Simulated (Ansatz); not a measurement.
# [BH4]− (SMILES [H][B-]([H])([H])[H]): levels of theory compared

Aim: a comparison of 6 runs (B2PLYP/6-31G, PBE/6-31G, UPBE/6-31G, UPBE0/3-21G, revPBE/6-31G, FCI/3-21G) of [BH4]−. 

Program for the calculation: Ansatz 0.2.0.

## Step 1: The molecule

[BH4]−: 5 atoms, total charge -1, spin state singlet. As SMILES, `[H][B-]([H])([H])[H]`. The H3–B1 distance was set to 3.073 Å, away from the relaxed value. At this shape a bond of the SMILES string is far longer than usual.

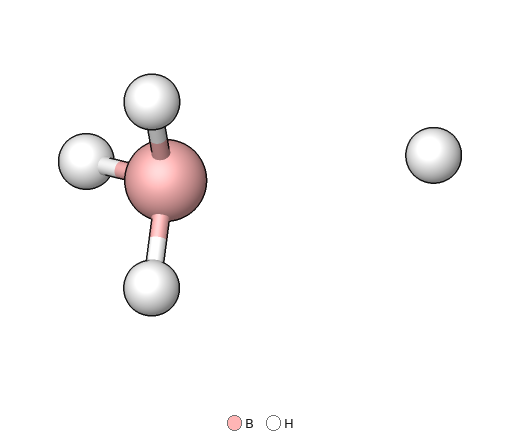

The structure, seen from a chosen angle (boron pink, hydrogen white).

## Step 2: A single-point energy at B2PLYP/6-31G (run 1)

Contents of input.yaml:

```yaml
crystal:
  periodic: [false, false, false]
  atoms:
    - {symbol: B, position_ang: [-1.732014, -0.018235, 0.631104]}
    - {symbol: H, position_ang: [-1.720134, -0.038625, 1.860274]}
    - {symbol: H, position_ang: [1.154650, 0.011840, -0.420810]}
    - {symbol: H, position_ang: [-2.319614, 0.989765, 0.243594]}
    - {symbol: H, position_ang: [-2.310944, -1.016925, 0.210464]}
basis:
  gaussian:
    orbitals: 6-31G
total_charge: -1
hamiltonian:
  xc: {name: B2PLYP}
correlation:
  frozen_orbitals: {B: 1, H: 0}
accuracy: high
```

Run with:

```bash
$ ansatz run input.yaml --threads 1 --pin off --max-ram 2610MiB --events-out events.jsonl --progress --plain --runs-dir runs
```

The log of the run:

```text
Warning: RAYON_NUM_THREADS=1 ignored (pool sized by the plan → 1); use --threads N
Functional definition: B2PLYP
  name "B2PLYP"
  parameter a = 0.53
  parameter c = 0.27
  exchange = (1 - a)*b88_x + a*exact_x
  correlation = (1 - c)*lyp_c + c*(mp2_os + mp2_ss)
409 factors; integrals over basis functions are off by at most 2.5e-9 eV
mean field evaluation 1: about -733.0381 eV, gradient 1.5e1 eV
mean field evaluation 2: about -733.0303 eV, gradient 1.5e1 eV
mean field evaluation 4: about -734.7213 eV, gradient 1.6e0 eV
mean field evaluation 8: about -734.7391 eV, gradient 3.1e-2 eV
mean field evaluation 16: about -734.7391 eV, gradient 7.9e-8 eV
mean field -734.73913009 eV, -27.0011650068 hartree, gradient 6.5e-8 eV, S^2 0.000000; 0 other end points of the search recorded, 0 dependent functions left out; unrestricted orbitals would lower it
1 core orbitals not correlated: weight in the atoms' cores, before any rotation towards them, 1.000 or more for the frozen orbitals, at most 0.000 for the correlated occupied ones
reference -734.73914971 eV, -27.0011657278 hartree; 4, 4 occupied and 12, 12 virtual orbitals, 409 factors
second order -3.02183857 eV of doubles, -0.00000000 eV of singles
Total energy: -735.55504613 eV, -27.0311493680 hartree
```

Run time: 0.78 s. Hardware: 1 thread of Arm Neoverse V2, shared host; peak memory 0.095 GiB.

## Step 3: A single-point energy at PBE/6-31G (run 2)

Contents of in.yaml:

```yaml
crystal:
  periodic: [false, false, false]
  atoms:
    - {symbol: B, position_ang: [-1.732014, -0.018235, 0.631104]}
    - {symbol: H, position_ang: [-1.720134, -0.038625, 1.860274]}
    - {symbol: H, position_ang: [1.154650, 0.011840, -0.420810]}
    - {symbol: H, position_ang: [-2.319614, 0.989765, 0.243594]}
    - {symbol: H, position_ang: [-2.310944, -1.016925, 0.210464]}
basis:
  gaussian: {orbitals: 6-31G}
total_charge: -1
magnetization: {spin_polarized: false, initial_magnetization: 0}
hamiltonian: {xc: pbe}
accuracy: high
```

Run with:

```bash
$ ansatz run in.yaml --threads 1 --pin off --max-ram 2610MiB --events-out events.jsonl --progress --plain --runs-dir runs
```

The log of the run:

```text
Warning: RAYON_NUM_THREADS=1 ignored (pool sized by the plan → 1); use --threads N
Functional definition: PBE
  name "PBE"
  parameter kappa = 0.804
  parameter beta = 0.06672455060314922
  exchange = pbe_x(kappa = kappa, mu = beta*pi^2/3)
  correlation = pbe_c(beta = beta)
409 factors; integrals over basis functions are off by at most 2.5e-9 eV
mean field evaluation 1: about -733.7001 eV, gradient 1.6e1 eV
mean field evaluation 2: about -715.2516 eV, gradient 4.7e1 eV
mean field evaluation 4: about -735.8481 eV, gradient 5.4e0 eV
mean field evaluation 8: about -735.8481 eV, gradient 5.4e0 eV
mean field evaluation 16: about -736.0021 eV, gradient 4.5e-7 eV
mean field -736.00207017 eV, -27.0475771987 hartree, gradient 7.5e-9 eV, S^2 0.000000; 0 other end points of the search recorded, 0 dependent functions left out
reference -736.00207231 eV, -27.0475772773 hartree; 5, 5 occupied and 12, 12 virtual orbitals, 409 factors
Total energy: -736.00207231 eV, -27.0475772773 hartree
```

It took 0.62 s on 1 thread of Arm Neoverse V2, shared host.

## Step 4: The energy at UPBE/6-31G (run 3)

Contents of molecule.yaml:

```yaml
crystal:
  periodic: [false, false, false]
  atoms:
    - {symbol: B, position_ang: [-1.732014, -0.018235, 0.631104]}
    - {symbol: H, position_ang: [-1.720134, -0.038625, 1.860274]}
    - {symbol: H, position_ang: [1.154650, 0.011840, -0.420810]}
    - {symbol: H, position_ang: [-2.319614, 0.989765, 0.243594]}
    - {symbol: H, position_ang: [-2.310944, -1.016925, 0.210464]}
basis:
  gaussian:
    orbitals: 6-31G
accuracy: high
hamiltonian:
  xc: {name: PBE}
total_charge: -1
magnetization:
  spin_polarized: true
```

Run with:

```bash
$ ansatz run molecule.yaml --threads 1 --pin off --max-ram 2610MiB --events-out events.jsonl --progress --plain --runs-dir runs
```

The log of the run, shortened:

```text
Warning: RAYON_NUM_THREADS=1 ignored (pool sized by the plan → 1); use --threads N
[... 6 set-up lines as earlier in the session ...]
409 factors; integrals over basis functions are off by at most 2.5e-9 eV
mean field evaluation 1: about -733.7001 eV, gradient 1.1e1 eV
mean field evaluation 2: about -715.2516 eV, gradient 3.3e1 eV
mean field evaluation 4: about -735.8481 eV, gradient 3.8e0 eV
mean field evaluation 8: about -735.8481 eV, gradient 3.8e0 eV
mean field evaluation 16: about -736.0021 eV, gradient 3.3e-7 eV
mean field evaluation 32: about -735.4301 eV, gradient 3.3e0 eV
mean field -736.02781737 eV, -27.0485233909 hartree, gradient 2.0e-8 eV, S^2 0.206181; 3 other end points of the search recorded, 0 dependent functions left out
reference -736.02781951 eV, -27.0485234696 hartree; 5, 5 occupied and 12, 12 virtual orbitals, 409 factors
Total energy: -736.02781951 eV, -27.0485234696 hartree
```

Run time: 1.7 s. Hardware: 1 thread of Arm Neoverse V2, shared host; peak memory 0.11 GiB.

Runs 4 to 5 aren't shown in full; the table further down has their settings and results.

## Step 5: The energy at FCI/3-21G (run 6)

Contents of run.yaml:

```yaml
crystal:
  periodic: [false, false, false]
  atoms:
    - {symbol: B, position_ang: [-1.732014, -0.018235, 0.631104]}
    - {symbol: H, position_ang: [-1.720134, -0.038625, 1.860274]}
    - {symbol: H, position_ang: [1.154650, 0.011840, -0.420810]}
    - {symbol: H, position_ang: [-2.319614, 0.989765, 0.243594]}
    - {symbol: H, position_ang: [-2.310944, -1.016925, 0.210464]}
basis:
  gaussian:
    orbitals: 3-21G.json
total_charge: -1
magnetization:
  spin_polarized: false
correlation:
  method: fci
  frozen_orbitals: {B: 1, H: 0}
accuracy: high
```

The basis set 3-21G is read from a file made from the Basis Set Exchange's data (not shown).

Run with:

```bash
$ ansatz run run.yaml --threads 1 --pin off --max-ram 2610MiB --events-out events.jsonl --progress --plain --runs-dir runs
```

The log of the run:

```text
Warning: RAYON_NUM_THREADS=1 ignored (pool sized by the plan → 1); use --threads N
Functional definition: HF
  name "HF"
  exchange = exact_x
  correlation = 0
333 factors; integrals over basis functions are off by at most 4.7e-9 eV
mean field evaluation 1: about -723.8020 eV, gradient 1.8e1 eV
mean field evaluation 2: about -723.7935 eV, gradient 1.7e1 eV
mean field evaluation 4: about -725.5971 eV, gradient 1.2e0 eV
mean field evaluation 8: about -725.6044 eV, gradient 9.5e-4 eV
mean field -725.60440429 eV, -26.6654700253 hartree, gradient 3.8e-8 eV, S^2 0.000000; 0 other end points of the search recorded, 0 dependent functions left out; unrestricted orbitals would lower it
mean field evaluation 16: about -726.2535 eV, gradient 9.3e-2 eV
1 core orbitals not correlated: weight in the atoms' cores, before any rotation towards them, 1.000 or more for the frozen orbitals, at most 0.000 for the correlated occupied ones
reference -725.60440429 eV, -26.6654700253 hartree; 4, 4 occupied and 12, 12 virtual orbitals, 333 factors
state -728.87606426 eV, -26.7857013117 hartree
Total energy: -728.87606426 eV, -26.7857013117 hartree
```

It took 12 s on 1 thread of Arm Neoverse V2, shared host; peak memory 0.32 GiB.

## Step 6: The series

| run | level | frozen core orbitals | energy (Eh) | wall time |
| --- | --- | --- | --- | --- |
| 1 | B2PLYP/6-31G | 1 | -27.031149 | 0.78 s |
| 2 | PBE/6-31G | – | -27.047577 | 0.62 s |
| 3 | UPBE/6-31G | – | -27.048523 | 1.7 s |
| 4 | UPBE0/3-21G | – | -26.907150 | 1.6 s |
| 5 | revPBE/6-31G | – | -27.101452 | 0.54 s |
| 6 | FCI/3-21G | 1 | -26.785701 | 12 s |

## Step 7: What came out

| quantity | value |
| --- | --- |
| run 6: total energy | -26.78570 Eh |
| run 6: correlation energy (1 core orbital frozen) | -120.2 mEh |

Totals of different functionals can't be ranked against each other. In run 1 the log says that unrestricted orbitals would lower the reference, so the values rest on an unstable closed-shell determinant (other closed-shell runs at this shape may share the fault). Spin contamination of the reference: run 4 ⟨S²⟩ = 0.42, run 3 ⟨S²⟩ = 0.21. All runs together took 17 s, the longest 12 s.
